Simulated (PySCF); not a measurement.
# HF/6-311++G(2d,2p) run of C3H4FS− (SMILES C=C(F)C[S-])

Aim: the vertical ionisation energy of C3H4FS− at HF/6-311++G(2d,2p), from 2 runs. The job is set up through a Python script.

The calculation is run with PySCF 2.14.0.

### 1 Starting point

The species is C3H4FS− (9 atoms), meant as a singlet with charge -1. SMILES: `C=C(F)C[S-]`. Geometry: relaxed at GFN2-xTB. This is one conformer, not always the lowest.

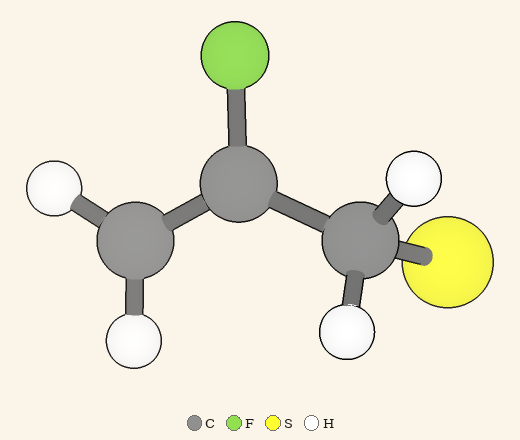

The structure, seen from a chosen angle (carbon grey, fluorine green, sulfur yellow, hydrogen white).

### 2 A single-point energy at HF/6-311++G(2d,2p)

The input, job.py:

```python
from pyscf import gto, scf

system = gto.M(
    atom='''
C     -0.857255     1.655684     1.920718
C      0.741718     0.286388     0.552329
F      3.272477     0.699747     0.917349
C      0.152312    -1.625599    -1.389062
S     -0.445956     0.066499    -4.335844
H     -0.207208     3.123698     3.169335
H     -2.857493     1.412192     1.694669
H     -1.542527    -2.697943    -0.873545
H      1.743953    -2.920647    -1.655948
''',
    max_memory=1860,
    verbose=3,
    basis='6-311++g(2d,2p)',
    unit='bohr',
    charge=-1,
    spin=0,
)

myscf = scf.RHF(system)
myscf.conv_tol = 1e-10
myscf.kernel()
if not myscf.converged:
    myscf = myscf.newton().run(myscf.mo_coeff, myscf.mo_occ)

e_tot = myscf.e_tot
print('Final energy', e_tot)
```

On the command line:

```bash
$ OMP_NUM_THREADS=1 python job.py
```

The log of the run:

```text
converged SCF energy = -612.960294166893
Final energy -612.9602941668929
```

It took 13 s on 1 thread of Arm Neoverse V2, shared host; peak memory 1.2 GiB.

### 3 Doublet neutral C3H4FS

The input, job.py:

```python
from pyscf import gto, scf

mol = gto.Mole()
mol.atom = '''
C   -0.453640   0.876150   1.016400
C    0.392500   0.151550   0.292280
F    1.731720   0.370290   0.485440
C    0.080600  -0.860230  -0.735060
S   -0.235990   0.035190  -2.294430
H   -0.109650   1.652990   1.677140
H   -1.512120   0.747300   0.896780
H   -0.816270  -1.427690  -0.462260
H    0.922860  -1.545540  -0.876290
'''
mol.verbose = 4
mol.basis = '6-311++g(2d,2p)'
mol.spin = 1
mol.max_memory = 1860
mol.build()

mf = scf.UHF(mol)
mf.conv_tol = 1e-10
mf.kernel()
if not mf.converged:
    mf = mf.newton().run(mf.mo_coeff, mf.mo_occ)

energy = mf.e_tot
print('E(%s) = %.9f' % ('HF', energy))
```

On the command line:

```bash
$ OMP_NUM_THREADS=1 python job.py
```

The log of the run:

```text
PySCF version 2.14.0

[... 169 lines left out ...]
converged SCF energy = -612.922204935956  <S^2> = 0.80287481  2S+1 = 2.0521938
E(HF) = -612.922204936
```

Wall time 43 s (1 thread of Arm Neoverse V2, shared host); peak memory 1.2 GiB.

### 4 Summary of results

At HF/6-311++G(2d,2p):

| quantity | value |
| --- | --- |
| singlet C3H4FS−: total energy | -612.96029 Eh |
| singlet C3H4FS−: HOMO energy | -2.71 eV |
| singlet C3H4FS−: LUMO energy | 4.04 eV |
| singlet C3H4FS−: HOMO–LUMO gap (to an unbound level, set by the basis) | 6.75 eV |
| doublet neutral C3H4FS: total energy | -612.92220 Eh |
| doublet neutral C3H4FS: dipole moment | 2.00 D |
| doublet neutral C3H4FS: HOMO energy (highest over α and β) | -9.78 eV |
| doublet neutral C3H4FS: LUMO energy (lowest over α and β) | 0.26 eV |
| doublet neutral C3H4FS: ⟨S²⟩ | 0.803 |
| vertical detachment energy (to the doublet neutral) | 1.036 eV |

**Reading.** Removing an electron at fixed nuclei costs 1.04 eV (24 kcal/mol). −ε(HOMO) before ionisation, 2.71 eV, is 1.67 eV above this ionisation energy. Mulliken charges (singlet C3H4FS−) run from -1.05 on S5 to +0.41 on C2; in a basis this large or diffuse they mean little.
